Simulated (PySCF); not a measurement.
**C₂H₈OSSi: electronic excitations and core binding energies**

Wanted: the electronic excitations and core binding energies of C₂H₈OSSi (`CC[Si@H](O)S`), by calculation.

Programs: PySCF 2.14.0, with density-fitted response routines of our own. Each step states its level of theory. These are calculated values for one molecule in the gas phase, unless marked as measured. Atoms count from 0, in the outputs and in this text.

**1. The starting structure**

13 atoms, charge 0, multiplicity 1; geometry from: GFN2-xTB.

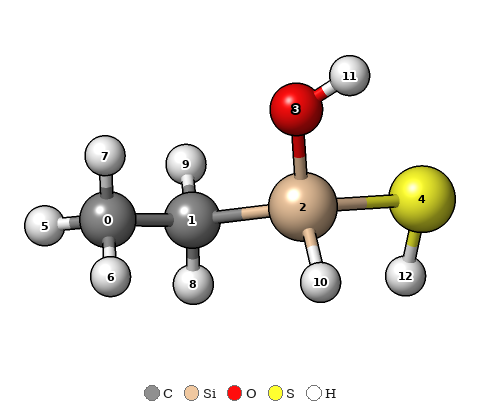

As it starts; carbon grey, silicon light orange, oxygen red, sulfur yellow, hydrogen white, atoms numbered.

**2. TDDFT and polarisability: wB97X-D/def2-SVPD**

Job settings and geometry (Å):

```
{"job": {"kind": "uv", "xc": "wB97X-D", "basis": "def2-SVPD", "nstates": 8, "ntriplets": 3}, "charge": 0, "multiplicity": 1}
C     -1.824594    -0.100367     0.296393
C     -0.613811     0.562500    -0.349671
Si     0.977125    -0.410468    -0.023932
O      1.171987    -0.471079     1.581063
S      2.711553     0.596914    -0.837010
H     -2.726559     0.482698     0.119248
H     -1.976888    -1.097910    -0.108765
H     -1.675490    -0.189688     1.368969
H     -0.787539     0.656270    -1.423227
H     -0.514236     1.578105     0.039675
H      0.974137    -1.752613    -0.600865
H      2.027313    -0.580857     1.989195
H      2.252613     0.726981    -2.068801
```

Level: TDDFT wB97X-D/def2-SVPD, vertical, gas phase, core orbitals frozen in the response.

Started as:

```console
$ OMP_NUM_THREADS=1 python probes_run.py task.json out
```

This one command runs all jobs of the session in turn.

Output:

```text
coarse grid: 11472 points
cycle   1  E = -843.4473163475  dE =  4.068e-01  |g| = 6.855e-01  |ddm| = 4.376e+00
cycle   2  E = -843.4315217442  dE =  1.579e-02  |g| = 7.873e-01  |ddm| = 1.573e+00
cycle   3  E = -843.5459811542  dE = -1.145e-01  |g| = 6.210e-02  |ddm| = 7.151e-01
cycle   4  E = -843.5468315987  dE = -8.504e-04  |g| = 2.195e-02  |ddm| = 1.297e-01
cycle   5  E = -843.5469712583  dE = -1.397e-04  |g| = 3.404e-03  |ddm| = 4.644e-02
cycle   6  E = -843.5469759364  dE = -4.678e-06  |g| = 1.094e-03  |ddm| = 1.002e-02
final grid: 100272 points
cycle   7  E = -843.6484331147  dE = -8.647e-05  |g| = 5.208e-03  |ddm| = 9.555e-02
cycle   8  E = -843.6484369113  dE = -3.797e-06  |g| = 3.947e-03  |ddm| = 1.620e-02
cycle   9  E = -843.6484407158  dE = -3.805e-06  |g| = 5.654e-04  |ddm| = 5.596e-03
cycle  10  E = -843.6484407925  dE = -7.669e-08  |g| = 3.140e-04  |ddm| = 1.193e-03
cycle  11  E = -843.6484408151  dE = -2.259e-08  |g| = 7.653e-05  |ddm| = 5.020e-04
cycle  12  E = -843.6484408169  dE = -1.778e-09  |g| = 1.945e-05  |ddm| = 1.556e-04
cycle  13  E = -843.6484408171  dE = -1.874e-10  |g| = 4.720e-06  |ddm| = 5.571e-05
converged SCF energy = -843.6484408171

Static polarisability (au): isotropic 75.193, principal 65.444 70.104 90.032

Singlet excitations
state   eV       nm        f      main configurations
  1   6.0430    205.2   0.00291   H->L 0.73, H->L+3 0.10
  2   6.6649    186.0   0.05845   H->L+1 0.90
  3   7.0190    176.6   0.00528   H->L+2 0.56, H->L+5 0.16
  4   7.6594    161.9   0.00592   H-1->L 0.47, H-2->L 0.31
  5   7.7591    159.8   0.00916   H->L+5 0.27, H-2->L 0.25, H->L+3 0.16
  6   7.7870    159.2   0.00283   H->L+5 0.37, H-2->L 0.16, H-1->L 0.14
  7   7.9619    155.7   0.06127   H->L+3 0.42, H->L+4 0.33
  8   8.1590    152.0   0.00137   H->L+4 0.26, H-1->L+1 0.14, H-1->L 0.11

Triplet excitations (Tamm-Dancoff, eV): 5.7429 6.4027 6.8591
```

Wall time 33 s (1 thread of Arm Neoverse V1, shared host); peak memory 0.79 GiB.

Frontier orbitals and where they lie:

| orbital | eV | atoms |
| --- | --- | --- |
| HOMO−3 | -11.82 | C0 26 %, C1 25 %, H7 10 % |
| HOMO−2 | -10.67 | O3 27 %, Si2 18 %, S4 18 % |
| HOMO−1 | -10.42 | S4 43 %, Si2 16 %, C1 16 % |
| HOMO | -9.07 | S4 71 %, Si2 10 %, H12 6 % |
| LUMO | 1.61 | S4 27 %, O3 21 %, Si2 20 % |
| LUMO+1 | 2.07 | S4 56 %, Si2 12 %, H12 9 % |
| LUMO+2 | 2.37 | S4 34 %, Si2 12 %, C0 9 % |

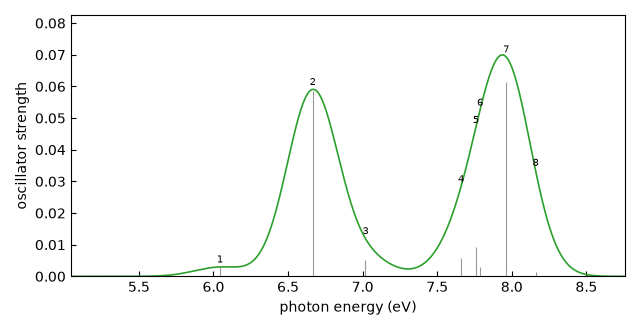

Absorption spectrum from the 8 singlet states computed; above the last one it falls off for lack of states. Lines are broadened to a width of 0.40 eV (Gaussian).

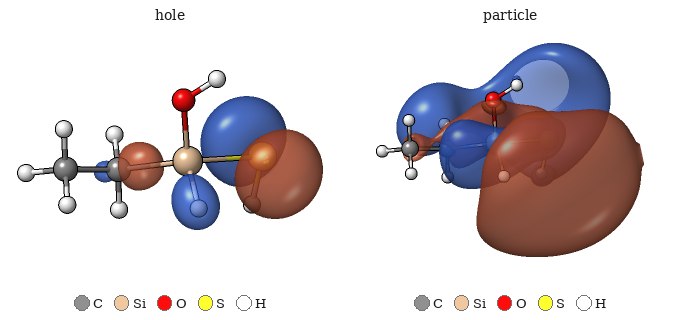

Leading natural transition orbitals of singlet state 7: the electron leaves the hole (left) for the particle orbital (right).

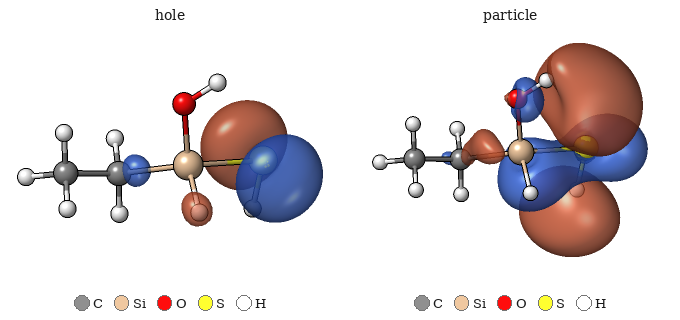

Leading natural transition orbitals of singlet state 1: the electron leaves the hole (left) for the particle orbital (right).

Further results of this job:

| property | computed |
| --- | --- |
| dipole moment (D) | 0.88 |
| polarisability (Å³) | 11.14 |
| HOMO–LUMO gap (eV) | 10.68 |
| −ε(HOMO) (eV) | 9.07 |

Orbitals, density, ELF and potential are computed afterwards from the orbital file.

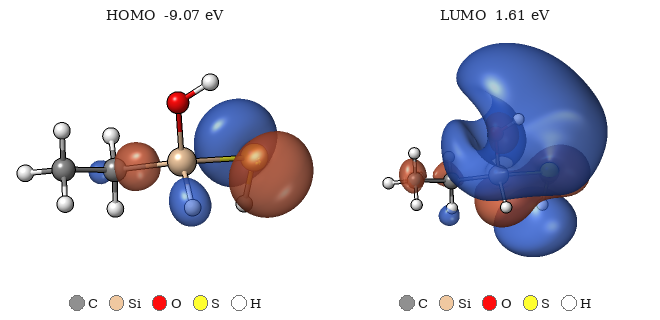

Frontier orbitals at wB97X-D/def2-SVPD; each surface holds 70 % of the orbital's density, blue and red mark the sign.

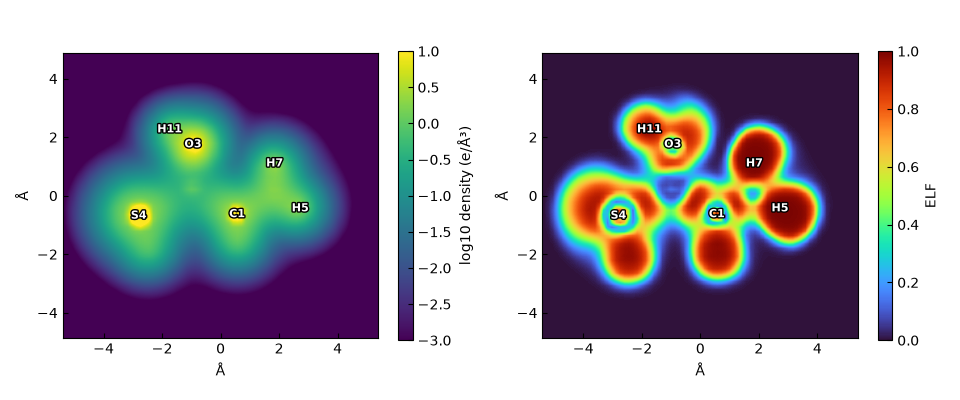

Density (left) and ELF (right) in a plane through or near 6 of the atoms.

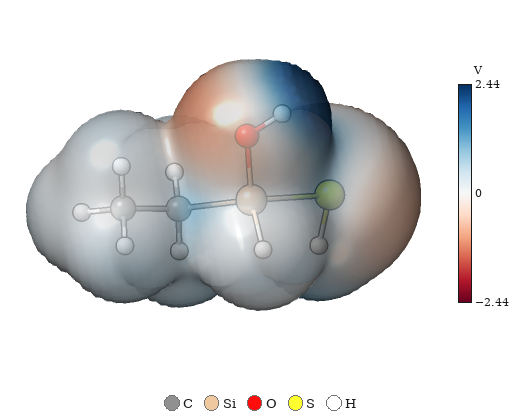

The potential that a unit positive charge feels on the 0.002 e/bohr³ surface, from -0.99 V near O3 to 2.44 V near H11.

**3. X-ray photoelectron lines: SCAN, X2C**

The job, as its differences from that of step 2:

```diff
@@ -1,2 +1,2 @@
-{"job": {"kind": "uv", "xc": "wB97X-D", "basis": "def2-SVPD", "nstates": 8, "ntriplets": 3}, "charge": 0, "multiplicity": 1}
+{"job": {"kind": "xps"}, "charge": 0, "multiplicity": 1}
 C     -1.824594    -0.100367     0.296393
```

Method: delta-SCF UKS SCAN, pcX-2 on the ionised atom, pcseg-1 elsewhere, spin-free X2C.

Output:

```text
ground state, core basis on atom 0 (C), 149 functions
  cycle   1  E = -845.37743953  |g| = 8.02e-01
  cycle   2  E = -845.12311184  |g| = 1.36e+00
  cycle   3  E = -845.51144278  |g| = 1.61e-01
  cycle   4  E = -845.51721997  |g| = 5.06e-02
  cycle   5  E = -845.51786255  |g| = 1.20e-02
  cycle   6  E = -845.51790194  |g| = 4.01e-03
  cycle   7  E = -845.51790194  |g| = 1.19e-03
  cycle   8  E = -845.51790585  |g| = 3.67e-04
  E(ground) = -845.57110700 Eh
hole in C 1s of atom 0
  cycle   1  E = -834.28017015  |g| = 1.50e+00
  cycle   2  E = -833.13419861  |g| = 2.01e+00
  cycle   3  E = -834.73796382  |g| = 4.09e-01
  cycle   4  E = -834.79570638  |g| = 2.59e-01
  cycle   5  E = -834.83568876  |g| = 7.48e-02
  cycle   6  E = -834.83820261  |g| = 2.34e-02
  cycle   7  E = -834.83842071  |g| = 1.04e-02
  cycle   8  E = -834.83846431  |g| = 4.39e-03
  cycle   9  E = -834.83847813  |g| = 1.54e-03
  cycle  10  E = -834.83847962  |g| = 7.31e-04
  cycle  11  E = -834.83848002  |g| = 2.01e-04
  E(ion) = -834.89098690 Eh   <S^2> = 0.7683   hole on atom = 1.000   binding energy = 290.621 eV
ground state, core basis on atom 1 (C), 149 functions
  cycle   1  E = -845.51945981  |g| = 5.92e-02
  cycle   2  E = -845.51939776  |g| = 2.67e-02
  cycle   3  E = -845.51946235  |g| = 2.10e-02
  cycle   4  E = -845.51957402  |g| = 1.46e-03
  cycle   5  E = -845.51957537  |g| = 3.07e-04
  E(ground) = -845.57260992 Eh
hole in C 1s of atom 1
  cycle   1  E = -834.28053874  |g| = 1.51e+00
  cycle   2  E = -833.50098297  |g| = 1.87e+00
  cycle   3  E = -834.79413550  |g| = 3.57e-01
  cycle   4  E = -834.83738989  |g| = 1.67e-01
  cycle   5  E = -834.85396637  |g| = 5.10e-02
  cycle   6  E = -834.85540425  |g| = 7.95e-03
  cycle   7  E = -834.85544222  |g| = 4.76e-03
  cycle   8  E = -834.85545696  |g| = 1.54e-03
  cycle   9  E = -834.85545766  |g| = 9.10e-04
  cycle  10  E = -834.85545890  |g| = 5.36e-04
  cycle  11  E = -834.85545854  |g| = 1.33e-04
  E(ion) = -834.90756616 Eh   <S^2> = 0.7688   hole on atom = 1.000   binding energy = 290.211 eV
ground state, core basis on atom 2 (Si), 160 functions
  cycle   1  E = -845.62304066  |g| = 2.89e-01
  cycle   2  E = -845.62301101  |g| = 5.19e-02
  cycle   3  E = -845.62283992  |g| = 4.95e-02
  cycle   4  E = -845.62340820  |g| = 9.11e-03
  cycle   5  E = -845.62342853  |g| = 1.49e-03
  cycle   6  E = -845.62342985  |g| = 2.68e-04
  E(ground) = -845.63522425 Eh
hole in Si 1s of atom 2
  cycle   1  E = -776.66903382  |g| = 4.35e+00
  cycle   2  E = -776.46017644  |g| = 2.30e+00
  cycle   3  E = -777.05705434  |g| = 1.02e+00
  cycle   4  E = -777.66058152  |g| = 3.46e-01
  cycle   5  E = -777.72028934  |g| = 1.23e-01
  cycle   6  E = -777.72530247  |g| = 6.16e-02
  cycle   7  E = -777.72674014  |g| = 1.70e-02
  cycle   8  E = -777.72691712  |g| = 5.55e-03
  cycle   9  E = -777.72693323  |g| = 2.03e-03
  cycle  10  E = -777.72693552  |g| = 4.06e-04
  E(ion) = -777.74692832 Eh   <S^2> = 0.7522   hole on atom = 1.000   binding energy = 1847.335 eV
hole in Si 2p of atom 2
  cycle   1  E = -841.33385953  |g| = 1.25e+00
  cycle   2  E = -840.97532852  |g| = 1.31e+00
  cycle   3  E = -841.55870673  |g| = 4.03e-01
  cycle   4  E = -841.65415019  |g| = 1.11e-01
  cycle   5  E = -841.65906503  |g| = 5.67e-02
  cycle   6  E = -841.66043773  |g| = 1.63e-02
  cycle   7  E = -841.66054885  |g| = 5.38e-03
  cycle   8  E = -841.66056423  |g| = 2.19e-03
  cycle   9  E = -841.66056687  |g| = 4.97e-04
  E(ion) = -841.68309462 Eh   <S^2> = 0.7520   hole on atom = 1.003   binding energy = 107.543 eV
  2p3/2 = 107.384 eV   2p1/2 = 108.012 eV
ground state, core basis on atom 3 (O), 149 functions
  cycle   1  E = -845.55104403  |g| = 9.96e-02
  cycle   2  E = -845.55050770  |g| = 6.84e-02
  cycle   3  E = -845.55082718  |g| = 5.63e-02
  cycle   4  E = -845.55137204  |g| = 5.22e-03
  cycle   5  E = -845.55138157  |g| = 9.01e-04
  cycle   6  E = -845.55138197  |g| = 1.28e-04
  E(ground) = -845.60180710 Eh
hole in O 1s of atom 3
  cycle   1  E = -824.93828921  |g| = 2.22e+00
  cycle   2  E = -822.89175732  |g| = 2.52e+00
  cycle   3  E = -825.43112713  |g| = 7.38e-01
  cycle   4  E = -825.70774315  |g| = 2.52e-01
  cycle   5  E = -825.73964787  |g| = 1.17e-01
  cycle   6  E = -825.74817718  |g| = 3.04e-02
  cycle   7  E = -825.74870958  |g| = 1.01e-02
  cycle   8  E = -825.74875856  |g| = 3.20e-03
  cycle   9  E = -825.74876462  |g| = 9.03e-04
  cycle  10  E = -825.74876548  |g| = 2.75e-04
  E(ion) = -825.80030746 Eh   <S^2> = 0.7610   hole on atom = 1.000   binding energy = 538.826 eV
ground state, core basis on atom 4 (S), 160 functions
  cycle   1  E = -845.66303364  |g| = 4.11e-01
  cycle   2  E = -845.66101965  |g| = 1.31e-01
  cycle   3  E = -845.65746382  |g| = 1.89e-01
  cycle   4  E = -845.66426498  |g| = 8.88e-03
  cycle   5  E = -845.66428379  |g| = 4.69e-03
  cycle   6  E = -845.66428921  |g| = 3.74e-04
  E(ground) = -845.70363533 Eh
hole in S 1s of atom 4
  cycle   1  E = -753.43918257  |g| = 5.08e+00
  cycle   2  E = -752.17765963  |g| = 2.49e+00
  cycle   3  E = -747.31582873  |g| = 2.78e+00
  cycle   4  E = -754.61748821  |g| = 2.64e-01
  cycle   5  E = -754.63555197  |g| = 1.86e-01
  cycle   6  E = -754.64957750  |g| = 8.37e-02
  cycle   7  E = -754.65200311  |g| = 2.63e-02
  cycle   8  E = -754.65228770  |g| = 5.81e-03
  cycle   9  E = -754.65230486  |g| = 1.72e-03
  cycle  10  E = -754.65230714  |g| = 6.44e-04
  cycle  11  E = -754.65230656  |g| = 1.39e-04
  E(ion) = -754.68316930 Eh   <S^2> = 0.7513   hole on atom = 1.000   binding energy = 2476.793 eV
hole in S 2p of atom 4
  cycle   1  E = -838.99758973  |g| = 1.52e+00
  cycle   2  E = -837.69601902  |g| = 1.69e+00
  cycle   3  E = -839.14808484  |g| = 6.73e-01
  cycle   4  E = -839.42003634  |g| = 1.82e-01
  cycle   5  E = -839.43085314  |g| = 1.12e-01
  cycle   6  E = -839.43486918  |g| = 5.16e-02
  cycle   7  E = -839.43595545  |g| = 1.12e-02
  cycle   8  E = -839.43601982  |g| = 3.11e-03
  cycle   9  E = -839.43602326  |g| = 1.49e-03
  cycle  10  E = -839.43602445  |g| = 3.14e-04
  E(ion) = -839.48264640 Eh   <S^2> = 0.7529   hole on atom = 1.001   binding energy = 169.282 eV
  2p3/2 = 169.019 eV   2p1/2 = 170.263 eV
```

Wall time 70 s (1 thread of Arm Neoverse V1, shared host); peak memory 0.61 GiB.

The holes in one table. −ε is the ground-state orbital energy:

| hole | stands for | environment | ΔSCF (eV; 2p as the shell's mean) | −ε (eV) | ⟨S²⟩ |
| --- | --- | --- | --- | --- | --- |
| C1s on C0 | C0 | methyl carbon | 290.62 | 273.4 | 0.768 |
| C1s on C1 | C1 | sp3 CH2 bonded to Si | 290.21 | 273.5 | 0.769 |
| Si1s on Si2 | Si2 | silicon bonded to C, O, S, H | 1847.33 | 1794.1 | 0.752 |
| Si2p on Si2 | Si2 | silicon bonded to C, O, S, H | 107.59 | 96.9 | 0.752 |
| O1s on O3 | O3 | oxygen bonded to Si, H | 538.83 | 516.9 | 0.761 |
| S1s on S4 | S4 | sulfur bonded to Si, H | 2476.79 | 2414.6 | 0.751 |
| S2p on S4 | S4 | sulfur bonded to Si, H | 169.43 | 157.7 | 0.753 |

With the spin-orbit splitting: Si2 2p3/2 107.38, 2p1/2 108.01 eV; S4 2p3/2 169.02, 2p1/2 170.26 eV. The table gives each 2p level as the mean over the whole 2p shell (two parts 2p3/2, one part 2p1/2), which differs a little from the single hole in the log.

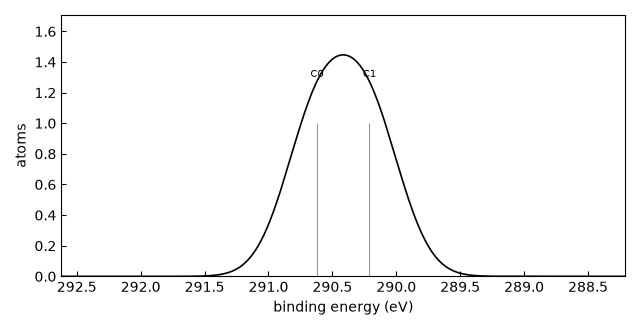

The C1s photoelectron lines, weighted by the number of atoms. Lines are broadened to a width of 0.60 eV (Gaussian).

**4. What came out**

```
                                quantity                        value
      lowest singlet (wB97X-D/def2-SVPD)  6.04 eV (205 nm), f = 0.003
brightest single state of those computed  state 7, 7.96 eV, f = 0.061
                          lowest triplet                      5.74 eV
   surface potential, least and greatest           -0.99 V and 2.44 V
        C1s binding energies, SCAN/pcX-2      C0 290.62, C1 290.21 eV
       Si1s binding energies, SCAN/pcX-2               Si2 1847.33 eV
       Si2p binding energies, SCAN/pcX-2                Si2 107.59 eV
        O1s binding energies, SCAN/pcX-2                 O3 538.83 eV
        S1s binding energies, SCAN/pcX-2                S4 2476.79 eV
        S2p binding energies, SCAN/pcX-2                 S4 169.43 eV
```

The first singlet state (HOMO→LUMO 0.73, HOMO→LUMO+3 0.10) lies at 6.04 eV and is weak; of the 8 states computed, the strongest absorption comes from state 7 at 7.96 eV. The lowest triplet lies 0.30 eV below the lowest singlet (triplets in Tamm-Dancoff, singlets in full TDDFT). C0 (methyl carbon) binds its C1s electron 0.41 eV more tightly than C1 (sp3 CH2 bonded to Si).
